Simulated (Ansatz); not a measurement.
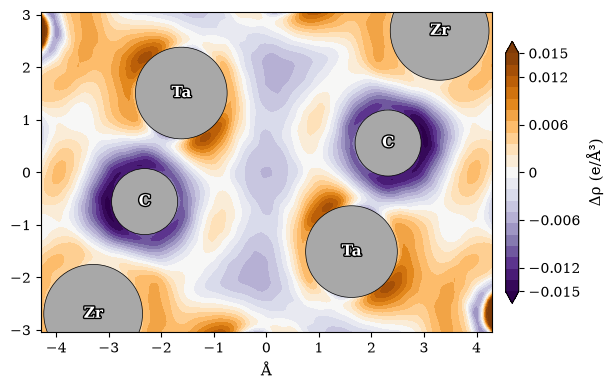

ZrTa2C2. Difference of the valence pseudo-densities of two functionals at the same geometry, on the (101̄) plane of the calculation cell: one of PBE and r2SCAN less the other.

Space group R-3m; a structure generated by program, which may or may not match a known phase.

Both computed with Ansatz (plane waves, PAW), on the same k-point mesh. Grey discs cover the atomic cores.

```
Zr Ta C
1.0
     3.19774    0.00000    0.00000
    -1.59887    0.92311    7.67147
     1.59887   -2.76932    0.00000
Zr Ta C
1 2 2
Direct
  0.00000 0.00000 0.00000
  0.21975 0.65924 0.21975
  0.78025 0.34076 0.78025
  0.39645 0.18935 0.39645
  0.60355 0.81065 0.60355
```

Q: Which was subtracted from which, and what does the map show?

A: It is PBE less r2SCAN. Against r2SCAN, PBE gives more density around Zr (+0.004 e/Å³ on average at 1.2 Å from the nucleus), less density around C (−0.012 e/Å³ on average at 0.8 Å from the nucleus) and less density in the space between the atoms (−0.002 e/Å³ on average).
